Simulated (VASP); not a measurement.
Consider the following.

```xyz
4
Lattice="1.4899 0.8602 4.6099 -1.4899 0.8602 4.6099 0.0000 -1.7204 4.6099" Properties=species:S:1:pos:R:3 pbc="T T T"
Ti     0.0000     0.0000     6.9148
Cr     0.0000     0.0000    13.8297
N      0.0000     0.0000     3.4943
N      0.0000     0.0000    10.3354
```

All values below come from PBEsol GGA, VASP's PBE PAW potentials (set 64) (plane waves; VASP). Numerical set-up: 520 eV cut-off, 13×13×13 Γ-centred mesh, tetrahedra with Blöchl corrections, potentials Ti_sv Cr_pv N.

The run has a spin-polarised start.

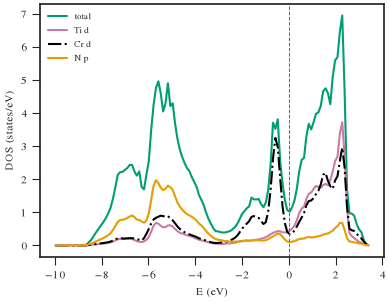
Total and projected density of states, zero at the Fermi level

Within 2 eV below the Fermi level the largest weight inside VASP's projection spheres is Cr d, then Ti d.

It has no gap at this level: it comes out as a metal or semimetal.

The structure comes from a computed database's TiCrN2 entry (R-3m); how it stands against other phases isn't given here. It was relaxed first.
